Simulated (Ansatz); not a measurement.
# UBCCD(T)/6-31G(d) (spherical functions) run of [AlH3]− (SMILES [AlH3-])

What is the energy change on altering one bond length of [AlH3]− at UBCCD(T)/6-31G* (spherical functions)? 

Program for the calculation: Ansatz 0.2.0.

## 1. The system as given

The species is [AlH3]− (4 atoms), meant as a doublet with charge -1. SMILES: `[AlH3-]`. Geometry: a GFN2-xTB relaxation, a rough one for these elements and not checked as a minimum.

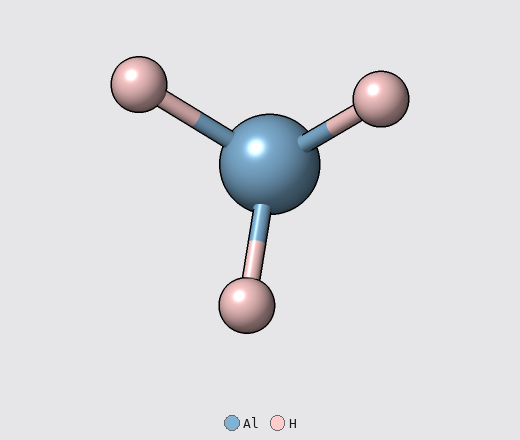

Viewed from a chosen angle; aluminium light blue, hydrogen pink.

## 2. The energy at UBCCD(T)/6-31G(d) (spherical functions)

in.yaml

```yaml
basis:
  gaussian:
    orbitals: 6-31G_st_-spherical.json
crystal:
  periodic: [false, false, false]
  atoms:
    - {symbol: Al, position_ang: [-0.161060, 0.455350, -0.307260]}
    - {symbol: H, position_ang: [0.471920, 0.754070, 1.224440]}
    - {symbol: H, position_ang: [-1.350110, -0.683860, 0.050500]}
    - {symbol: H, position_ang: [1.039250, -0.525560, -0.967690]}
total_charge: -1
magnetization:
  spin_polarized: true
  initial_magnetization: 1
correlation:
  method: bccd_t
  frozen_orbitals: {Al: 5, H: 0}
accuracy: high
scf:
  omitted_lower_state_checks: [cluster_reference, increment]
```

The basis set 6-31G* is read from a file made from the Basis Set Exchange's data (not shown).

On the command line:

```sh
$ ansatz run in.yaml --threads 1 --pin off --max-ram 2610MiB --events-out events.jsonl --progress --plain --runs-dir runs
```

Log:

```text
Warning: RAYON_NUM_THREADS=1 ignored (pool sized by the plan → 1); use --threads N
Functional definition: HF
  name "HF"
  exchange = exact_x
  correlation = 0
these checks for a lower state are left out or cut short: cluster_reference, increment
453 factors; integrals over basis functions are off by at most 3.8e-9 eV
mean field evaluation 1: about -6627.8535 eV, gradient 6.4e0 eV
mean field evaluation 2: about -6627.8876 eV, gradient 6.5e0 eV
mean field evaluation 4: about -6628.5470 eV, gradient 6.1e-1 eV
mean field evaluation 8: about -6628.5630 eV, gradient 1.0e-3 eV
mean field evaluation 16: about -6628.5630 eV, gradient 2.3e-8 eV
mean field -6628.56299754 eV, -243.5951971581 hartree, gradient 2.3e-8 eV, S^2 0.752237; 0 other end points of the search recorded, 0 dependent functions left out
5 core orbitals not correlated: weight in the atoms' cores, before any rotation towards them, 1.000 or more for the frozen orbitals, at most 0.000 for the correlated occupied ones
reference -6628.56299754 eV, -243.5951971581 hartree; 4, 3 occupied and 15, 16 virtual orbitals, 453 factors
second order -1.56553254 eV of doubles, -0.00000000 eV of singles
cycle   1  -1.95791117 eV  change   -3.9e-1 eV  update   5.8e-2
cycle   2  -2.14831667 eV  change   -1.9e-1 eV  update   2.6e-2
cycle   3  -2.15137686 eV  change   -3.1e-3 eV  update   6.5e-3
cycle   4  -2.15080682 eV  change    5.7e-4 eV  update   1.4e-3
cycle   5  -2.15064542 eV  change    1.6e-4 eV  update   5.7e-4
cycle   6  -2.15058080 eV  change    6.5e-5 eV  update   2.2e-4
cycle   7  -2.15070806 eV  change   -1.3e-4 eV  update   7.7e-5
cycle   8  -2.15071110 eV  change   -3.0e-6 eV  update   2.3e-5
cycle   9  -2.15069833 eV  change    1.3e-5 eV  update   8.0e-6
cycle  10  -2.15070178 eV  change   -3.4e-6 eV  update   2.4e-6
cycle  11  -2.15070258 eV  change   -8.0e-7 eV  update   8.2e-7
cycle  12  -2.15070231 eV  change    2.7e-7 eV  update   2.6e-7
cycle  13  -2.15070218 eV  change    1.3e-7 eV  update   8.3e-8
cycle  14  -2.15070222 eV  change   -3.9e-8 eV  update   3.8e-8
cycle  15  -2.15070225 eV  change   -3.4e-8 eV  update   2.1e-8
cycle  16  -2.15070214 eV  change    1.1e-7 eV  update   5.4e-8
cycle  17  -2.15070211 eV  change    3.3e-8 eV  update   2.1e-8
cycle  18  -2.15070210 eV  change    5.8e-9 eV  update   5.9e-9
cycle  19  -2.15070210 eV  change    1.0e-9 eV  update   2.0e-9
cycle  20  -2.15070210 eV  change   4.1e-11 eV  update  6.6e-10
perturbative correction -0.04508435 eV, -0.0016568192 hartree
Total energy: -6630.75878398 eV, -243.6758908216 hartree
Checks for a lower state left out: cluster_reference, increment
```

Wall time 0.34 s (1 thread of Arm Neoverse V2, shared host).

## 3. The distorted shape, same level

run.yaml

```yaml
crystal:
  periodic: [false, false, false]
  atoms:
    - {symbol: Al, position_ang: [-0.319322, 0.380662, -0.690227]}
    - {symbol: H, position_ang: [0.471920, 0.754070, 1.224440]}
    - {symbol: H, position_ang: [-1.508372, -0.758548, -0.332467]}
    - {symbol: H, position_ang: [0.880988, -0.600248, -1.350657]}
basis:
  gaussian: {orbitals: 6-31G_st_-spherical.json}
scf: {omitted_lower_state_checks: [cluster_reference, increment]}
total_charge: -1
correlation: {method: bccd_t, frozen_orbitals: {Al: 5, H: 0}}
magnetization: {spin_polarized: true, initial_magnetization: 1}
accuracy: high
```

The basis set 6-31G* is read from a file made from the Basis Set Exchange's data (not shown).

On the command line:

```sh
$ ansatz run run.yaml --threads 1 --pin off --max-ram 2610MiB --events-out events.jsonl --progress --plain --runs-dir runs
```

Log:

```text
Warning: RAYON_NUM_THREADS=1 ignored (pool sized by the plan → 1); use --threads N
[... 4 set-up lines as earlier in the session ...]
these checks for a lower state are left out or cut short: cluster_reference, increment
454 factors; integrals over basis functions are off by at most 3.6e-9 eV
mean field evaluation 1: about -6627.1656 eV, gradient 6.7e0 eV
mean field evaluation 2: about -6627.1932 eV, gradient 6.8e0 eV
mean field evaluation 4: about -6627.9568 eV, gradient 7.0e-1 eV
mean field evaluation 8: about -6627.9789 eV, gradient 6.5e-3 eV
mean field evaluation 16: about -6627.9789 eV, gradient 1.2e-8 eV
mean field -6627.97892477 eV, -243.5737328797 hartree, gradient 1.7e-8 eV, S^2 0.752105; 0 other end points of the search recorded, 0 dependent functions left out
5 core orbitals not correlated: weight in the atoms' cores, before any rotation towards them, 1.000 or more for the frozen orbitals, at most 0.000 for the correlated occupied ones
reference -6627.97892477 eV, -243.5737328797 hartree; 4, 3 occupied and 15, 16 virtual orbitals, 454 factors
second order -1.55765034 eV of doubles, -0.00000000 eV of singles
cycle   1  -1.96489513 eV  change   -4.1e-1 eV  update   6.5e-2
cycle   2  -2.18799783 eV  change   -2.2e-1 eV  update   3.0e-2
cycle   3  -2.19508864 eV  change   -7.1e-3 eV  update   8.1e-3
cycle   4  -2.19358383 eV  change    1.5e-3 eV  update   2.1e-3
cycle   5  -2.19359093 eV  change   -7.1e-6 eV  update   1.0e-3
cycle   6  -2.19334854 eV  change    2.4e-4 eV  update   4.7e-4
cycle   7  -2.19356691 eV  change   -2.2e-4 eV  update   2.1e-4
cycle   8  -2.19360082 eV  change   -3.4e-5 eV  update   8.9e-5
cycle   9  -2.19353151 eV  change    6.9e-5 eV  update   3.8e-5
cycle  10  -2.19355041 eV  change   -1.9e-5 eV  update   1.5e-5
cycle  11  -2.19355524 eV  change   -4.8e-6 eV  update   7.2e-6
cycle  12  -2.19355264 eV  change    2.6e-6 eV  update   2.7e-6
cycle  13  -2.19355161 eV  change    1.0e-6 eV  update   9.1e-7
cycle  14  -2.19355206 eV  change   -4.5e-7 eV  update   3.9e-7
cycle  15  -2.19355212 eV  change   -6.4e-8 eV  update   1.6e-7
cycle  16  -2.19355208 eV  change    4.2e-8 eV  update   7.5e-8
cycle  17  -2.19355209 eV  change   -7.7e-9 eV  update   3.7e-8
cycle  18  -2.19355207 eV  change    2.5e-8 eV  update   2.4e-8
cycle  19  -2.19355177 eV  change    2.9e-7 eV  update   6.9e-8
cycle  20  -2.19355168 eV  change    9.1e-8 eV  update   2.7e-8
cycle  21  -2.19355166 eV  change    1.8e-8 eV  update   9.0e-9
cycle  22  -2.19355166 eV  change   1.4e-11 eV  update   3.3e-9
cycle  23  -2.19355166 eV  change  -7.8e-10 eV  update   1.4e-9
cycle  24  -2.19355166 eV  change  -3.4e-10 eV  update  4.6e-10
perturbative correction -0.05346627 eV, -0.0019648492 hartree
Total energy: -6630.22594270 eV, -243.6563092657 hartree
Checks for a lower state left out: cluster_reference, increment
```

It took 0.38 s on 1 thread of Arm Neoverse V2, shared host.

## 4. Outcome

Level: UBCCD(T)/6-31G* (spherical functions), 5 core orbitals frozen.

| quantity | value |
| --- | --- |
| first shape: total energy | -243.67589 Eh |
| first shape: correlation energy (5 core orbitals frozen) | -80.7 mEh |
| first shape: (T) correction | -1.66 mEh |
| first shape: ⟨S²⟩ of the reference determinant | 0.752 |
| distorted shape: total energy | -243.65631 Eh |
| distorted shape: correlation energy (5 core orbitals frozen) | -82.6 mEh |
| distorted shape: (T) correction | -1.96 mEh |
| distorted shape: ⟨S²⟩ of the reference determinant | 0.752 |
| energy change with the Al1–H2 bond stretched from 1.684 to 2.105 Å | 0.533 eV |

In words: With the Al1–H2 bond stretched from 1.684 to 2.105 Å the energy rises by 0.53 eV (12.3 kcal/mol). The first shape isn't relaxed at this level, so the change isn't measured from a minimum. The triples (first shape) make up 2.1 % of the correlation energy. The triples (distorted shape) make up 2.4 % of the correlation energy.
